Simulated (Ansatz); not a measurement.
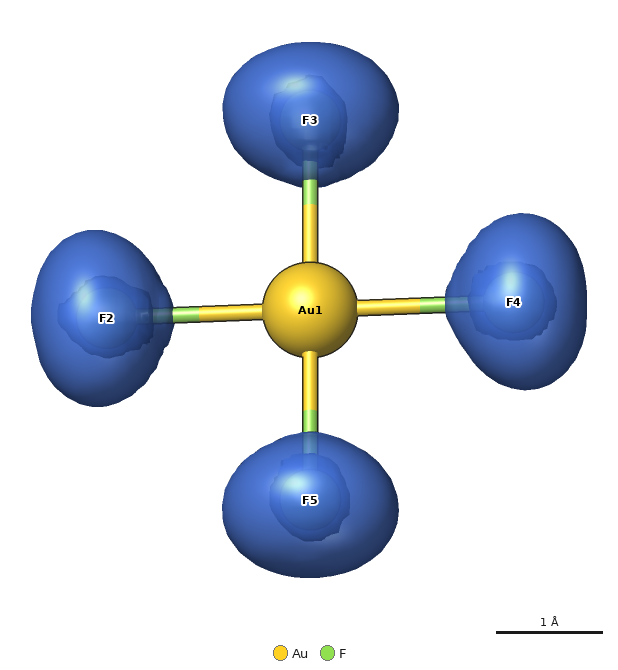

AuF4 (charge −1). Isosurface of the electron localisation function at 0.75 (blue), seen at a tilt. Only the valence region is drawn (cores and ρ < 0.01 e/Å³ removed).

Geometry: PBE0-D4/def2-SVPD; core potentials replace the inner electrons of Au.

Method: RKS PBE0-D4/def2-TZVPD (Ansatz).

| atom | x (Å) | y (Å) | z (Å) |
| --- | --- | --- | --- |
| Au | 0.0000 | 0.0000 | 0.0000 |
| F | 1.9333 | -0.0271 | 0.0048 |
| F | 0.0270 | 1.9333 | 0.0083 |
| F | -1.9333 | 0.0271 | -0.0048 |
| F | -0.0270 | -1.9333 | -0.0082 |

What do the ELF domains correspond to?

The surface consists of four regions wrapped around F (the valence shell of each). Along the contacts the grid gives the following. Au–F (1.93 Å): the ELF peaks at about 0.80 in the valence shell of F, 0.6 Å from its nucleus, and is about 0.20 at the midpoint.
